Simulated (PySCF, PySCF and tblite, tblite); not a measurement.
# C₅H₅FO₂: conformers and averaged spectra, part 2 of 2

PySCF and tblite. Atoms count from 0. Earlier steps stand in the parts before.

## 5. Shieldings, conformer 2: WP04/pcSseg-1 in water

What the job is given:

```
{"job": {"xc": "WP04", "basis": "pcSseg-1", "solvent": "water", "kind": "nmr", "pop": false}, "charge": 0, "multiplicity": 1}
C      2.373925    -0.032783    -0.123540
C      1.162409    -0.557105    -0.136591
C     -0.031120     0.116022     0.456774
F      0.332501     1.026951     1.417726
O     -1.039684    -0.748471     0.947123
C     -2.064239    -0.217287     0.096375
C     -1.060882     0.716834    -0.535682
O     -1.041888     1.522384    -1.406915
H      3.206297    -0.538704    -0.579630
H      2.573045     0.913031     0.350811
H      0.938224    -1.505673    -0.601080
H     -2.858209     0.278897     0.661911
H     -2.494767    -0.973610    -0.565009
```

The log of the run:

```text
coarse grid: 11792 points
cycle   1  E = -452.5046327875  dE =  1.392e+00  |g| = 1.475e+00  |ddm| = 3.377e+00
cycle   2  E = -451.2196182004  dE =  1.285e+00  |g| = 2.986e+00  |ddm| = 2.918e+00
cycle   3  E = -452.8269412495  dE = -1.607e+00  |g| = 4.327e-01  |ddm| = 2.326e+00
cycle   4  E = -452.8603873983  dE = -3.345e-02  |g| = 1.904e-01  |ddm| = 4.016e-01
cycle   5  E = -452.8657554216  dE = -5.368e-03  |g| = 6.207e-02  |ddm| = 1.425e-01
cycle   6  E = -452.8664987264  dE = -7.433e-04  |g| = 1.244e-02  |ddm| = 4.778e-02
cycle   7  E = -452.8665211947  dE = -2.247e-05  |g| = 5.525e-03  |ddm| = 9.786e-03
cycle   8  E = -452.8665264429  dE = -5.248e-06  |g| = 1.012e-03  |ddm| = 3.545e-03
final grid: 116920 points
cycle   9  E = -452.9769786135  dE = -4.481e-05  |g| = 1.323e-02  |ddm| = 3.156e-02
cycle  10  E = -452.9768870540  dE =  9.156e-05  |g| = 2.618e-02  |ddm| = 2.302e-02
cycle  11  E = -452.9770097027  dE = -1.226e-04  |g| = 3.482e-03  |ddm| = 1.604e-02
cycle  12  E = -452.9770120268  dE = -2.324e-06  |g| = 5.612e-04  |ddm| = 2.324e-03
cycle  13  E = -452.9770120751  dE = -4.827e-08  |g| = 2.122e-04  |ddm| = 5.061e-04
cycle  14  E = -452.9770120833  dE = -8.225e-09  |g| = 6.943e-05  |ddm| = 1.713e-04
cycle  15  E = -452.9770120840  dE = -7.224e-10  |g| = 1.657e-05  |ddm| = 5.367e-05
converged SCF energy = -452.9770120840

GIAO shielding tensors (ppm)
atom      isotropic    diamagn.    paramagn.     s11        s22        s33       span
  0 C       44.547     253.992    -209.445    -71.825     40.529    164.936    236.761
  1 C       39.306     257.349    -218.043    -71.968     59.604    130.283    202.251
  2 C       35.045     247.185    -212.140      8.591     25.091     71.452     62.861
  3 F      300.795     479.450    -178.656    231.998    319.961    350.425    118.428
  4 O      221.090     402.796    -181.706    126.552    217.575    319.143    192.591
  5 C       80.215     253.814    -173.599     34.787     78.825    127.034     92.247
  6 C      -36.486     254.317    -290.803   -117.120    -58.828     66.491    183.612
  7 O     -259.134     402.130    -661.264   -731.414   -351.001    305.012   1036.426
  8 H       26.075      28.412      -2.337     23.647     25.545     29.033      5.386
  9 H       25.997      31.588      -5.590     22.350     25.160     30.481      8.131
 10 H       25.875      32.123      -6.248     24.195     24.601     28.829      4.633
 11 H       26.157      27.347      -1.190     23.179     24.477     30.814      7.636
 12 H       26.363      28.478      -2.115     23.568     25.042     30.477      6.909
```

It took 27 s on 1 thread of Arm Neoverse N1, shared host; peak memory 0.85 GiB.

In short: HOMO -8.95 eV, LUMO -3.99 eV; dipole 2.34 D.

## 6. Single-point energy, conformer 2: PBE0/def2-SVP in water

Changed since step 5:

```diff
@@ -1,2 +1,2 @@
-{"job": {"xc": "WP04", "basis": "pcSseg-1", "solvent": "water", "kind": "nmr", "pop": false}, "charge": 0, "multiplicity": 1}
+{"job": {"xc": "PBE0", "basis": "def2-SVP", "solvent": "water", "kind": "sp"}, "charge": 0, "multiplicity": 1}
 C      2.373925    -0.032783    -0.123540
```

The log of the run:

```text
coarse grid: 11792 points
cycle   1  E = -442.6824537918  dE =  1.389e+00  |g| = 1.016e+00  |ddm| = 4.091e+00
cycle   2  E = -442.1648604199  dE =  5.176e-01  |g| = 1.945e+00  |ddm| = 2.713e+00
cycle   3  E = -442.8717946367  dE = -7.069e-01  |g| = 1.896e-01  |ddm| = 1.924e+00
cycle   4  E = -442.8777665756  dE = -5.972e-03  |g| = 8.876e-02  |ddm| = 2.500e-01
cycle   5  E = -442.8791092101  dE = -1.343e-03  |g| = 1.856e-02  |ddm| = 9.103e-02
cycle   6  E = -442.8791836893  dE = -7.448e-05  |g| = 5.274e-03  |ddm| = 2.175e-02
cycle   7  E = -442.8791887207  dE = -5.031e-06  |g| = 1.812e-03  |ddm| = 5.600e-03
final grid: 116920 points
cycle   8  E = -442.9552268553  dE = -8.211e-06  |g| = 1.433e-02  |ddm| = 3.152e-02
cycle   9  E = -442.9551399203  dE =  8.694e-05  |g| = 2.587e-02  |ddm| = 3.400e-02
cycle  10  E = -442.9552664696  dE = -1.265e-04  |g| = 2.079e-03  |ddm| = 2.235e-02
cycle  11  E = -442.9552673460  dE = -8.765e-07  |g| = 3.383e-04  |ddm| = 2.005e-03
cycle  12  E = -442.9552673668  dE = -2.075e-08  |g| = 1.176e-04  |ddm| = 4.388e-04
cycle  13  E = -442.9552673696  dE = -2.828e-09  |g| = 2.688e-05  |ddm| = 1.348e-04
cycle  14  E = -442.9552673697  dE = -1.170e-10  |g| = 8.834e-06  |ddm| = 3.273e-05
converged SCF energy = -442.9552673697
```

Wall time 11 s (1 thread of Arm Neoverse N1, shared host); peak memory 0.59 GiB.

In short: HOMO -7.57 eV, LUMO -1.52 eV; dipole 2.09 D.

## 7. Averages: properties at WP04/pcSseg-1 in water

What the job is given:

```
{"job": {"study": "conf", "smiles": "C=C[C@]1(F)OCC1=O", "search": {"seed": 1854, "n_embed": 60, "ff_keep": 14, "window": 3.0, "nmax": 10, "temps": [200, 250, 298.15, 350, 400], "t_ref": 298.15, "order": 0.001}, "level": {"nmr": {"xc": "WP04", "basis": "pcSseg-1", "solvent": "water"}, "sp": {"xc": "PBE0", "basis": "def2-SVP", "solvent": "water"}}, "kind": "conf"}, "charge": 0, "multiplicity": 1}
C      1.685107     1.360240    -0.448093
C      1.415191     0.092209    -0.202618
C      0.045195    -0.489818    -0.323538
F      0.111120    -1.724104    -0.930145
O     -0.939974     0.316067    -0.936014
C     -1.811075     0.306152     0.202962
C     -0.809754    -0.527409     0.966417
O     -0.699518    -0.981260     2.057613
H      2.680020     1.753577    -0.338511
H      0.919270     2.038940    -0.784565
H      2.157602    -0.620263     0.124954
H     -2.760396    -0.195853    -0.004303
H     -1.997176     1.308137     0.598113
```

The log of the run:

```text
conformer  sym    E(xTB)   E(DFT)   G(298.15 K)  weight  dipole/D
    1     C1      0.000    0.000    0.000   0.7205    2.620
    2     C1      0.429    0.612    0.561   0.2795    2.086

mean shielding (ppm) by class
class atoms           200 K      250 K   298.15 K      350 K      400 K
  0 C  0             43.686     43.741      43.78     43.813     43.837
  1 C  1             40.788     40.695     40.627     40.571     40.529
  2 C  2             34.861     34.872     34.881     34.888     34.893
  3 F  3            291.383    291.975    292.408    292.765    293.032
  4 O  4            231.206    230.569    230.104     229.72    229.434
  5 C  5             81.137     81.079     81.037     81.002     80.976
  6 C  6            -35.037    -35.128    -35.195     -35.25    -35.291
  7 O  7           -251.334   -251.825   -252.184    -252.48   -252.701
  8 H  8             25.995       26.0     26.003     26.006     26.009
  9 H  9              25.86     25.869     25.875      25.88     25.884
 10 H  10            25.898     25.897     25.896     25.895     25.894
 11 H  11            26.159     26.158     26.158     26.158     26.158
 12 H  12            26.427     26.423      26.42     26.418     26.416
```

Run time: 84 s. Hardware: 1 thread of Arm Neoverse N1, shared host. This counts the runs that the step sums up.

The search (ETKDG and KDG, MMFF94s, GFN2-xTB) embedded 60 structures, kept 2 distinct ones after the force field and 2 after xTB; 2 were carried on (window 3.0 kcal/mol at the search's own energies). Energies: PBE0/def2-SVP in water with D3(BJ).

The conformers at 298 K:

```
no.  group  mirror pair  ΔE xTB  ΔE DFT    ΔG  weight (%)  μ (D)  C0–C1–C2–F3 (°)     A, B, C (GHz)
  1     C1           no    0.00    0.00  0.00        72.0   2.62              138  2.81, 1.82, 1.80
  2     C1           no    0.43    0.61  0.56        28.0   2.09              -23  3.17, 1.84, 1.58
```

Energies in kcal/mol. ΔG holds xTB vibrations and rotation, symmetry numbers and mirror pairs.

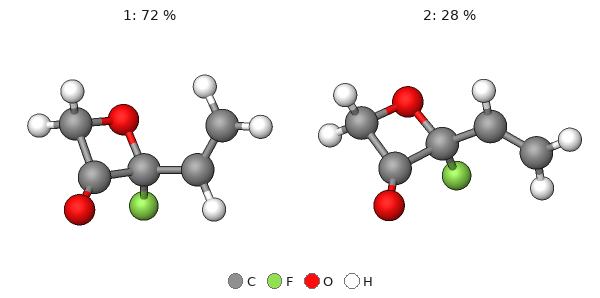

The conformers with their weights.

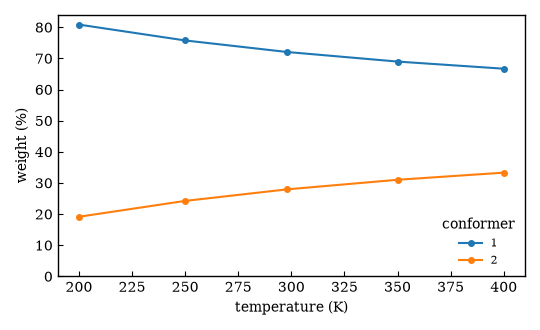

Weights against temperature.

Other ways of weighting, at the same temperature:

```
                      scheme    1   2  mean μ (D)
             DFT free energy   72  28        2.47
DFT energy, symmetry counted   74  26        2.48
            DFT energy alone   74  26        2.48
xTB energy, symmetry counted   67  33        2.45
             xTB free energy   65  35        2.44
       lowest conformer only  100   0        2.62
               equal weights   50  50        2.35
```

Shifts against references run at the same level ($^{1}$H TMS 31.98, $^{13}$C TMS 176.0 ppm of shielding), by class of atoms, at 298 K:

```
atoms                                                      environment       no. 1       no. 2     average
   C6                                           ketone carbonyl carbon       210.6       212.4       211.2
   C2  fully substituted sp3 carbon bonded to F and O, α to a carbonyl       141.1       140.9       141.1
   C1                                                        alkene CH       134.8       136.6       135.3
   C0                                             terminal =CH2 carbon       132.5       131.4       132.2
   C5                             sp3 CH2 bonded to O, α to a carbonyl        94.6        95.7        94.9
   H9                               hydrogen on a terminal =CH2 carbon        6.15        5.98        6.10
  H10                                         hydrogen on an alkene CH        6.07        6.10        6.08
   H8                               hydrogen on a terminal =CH2 carbon        6.00        5.90        5.97
  H11              hydrogen on an sp3 CH2 bonded to O, α to a carbonyl        5.82        5.82        5.82
  H12              hydrogen on an sp3 CH2 bonded to O, α to a carbonyl        5.53        5.61        5.56
   F3                                        fluorine on an sp3 carbon   289.2 (σ)   300.8 (σ)   292.4 (σ)
   O7                                                    ketone oxygen  -249.5 (σ)  -259.1 (σ)  -252.2 (σ)
   O4                                                     ether oxygen   233.6 (σ)   221.1 (σ)   230.1 (σ)
```

Effective distances for nuclear Overhauser effects, ⟨r⁻⁶⟩^(−1/6) over all pairs of two classes (Å): H11···H12 1.79; H8···H9 1.84; H8···H10 2.47; H9···H10 3.07; H9···H12 3.48; H10···H12 4.03.

## 8. Summary of results

This closing draws on all 2 parts.

| quantity | value |
| --- | --- |
| conformers | 2; the first in weight is no. 1 (C1), 72 % at 298 K |
| root-mean-square dipole | 2.48 D |
| averaged $^{13}$C shifts (WP04/pcSseg-1 in water) | 211.2, 141.1, 135.3, 132.2, 94.9 ppm |
| averaged $^{1}$H shifts (WP04/pcSseg-1 in water) | 6.10, 6.08, 5.97, 5.82, 5.56 ppm |

What this shows: Conformer 1 leads with 72 % at 298 K, and its share goes from 81 % at 200 K to 67 % at 400 K. Among conformers over 5 %, C1 differs by 1.8 ppm, while the average moves by 0.3 ppm from 200 to 400 K.
